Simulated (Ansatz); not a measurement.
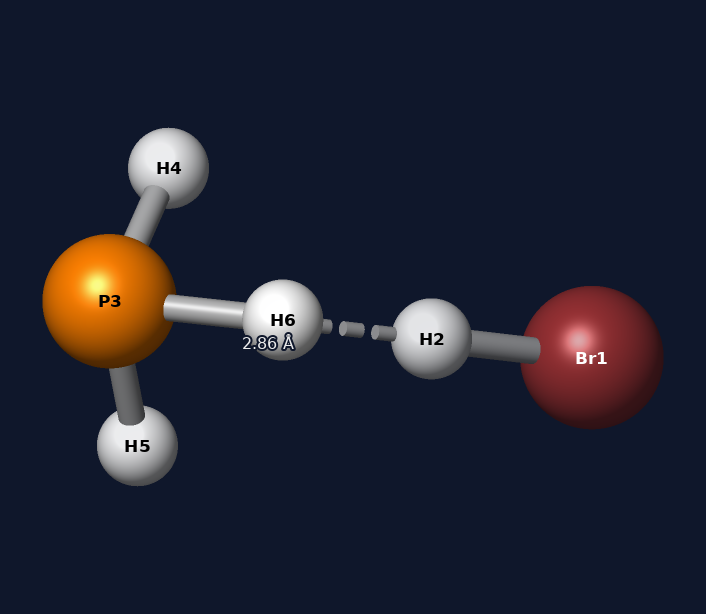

Two molecules or ions; the broken line marks their closest contact (measured against van der Waals radii). The geometry was computed by an optimisation with PBE0-D4/def2-TZVP. Program: Ansatz 0.2.0.

**Which two species are they?**

HBr and PH3 (`Br.P`).

Give the counterpoise-corrected interaction energy (kJ/mol, monomers kept as in the pair) with CCSD(T)/CBS (MP2 limit from def2-TZVPPD and def2-QZVPPD plus CCSD(T) − MP2).

```
                                                                      level  interaction energy (kJ/mol)
CCSD(T)/CBS (MP2 limit from def2-TZVPPD and def2-QZVPPD plus CCSD(T) − MP2)                         −5.6
```
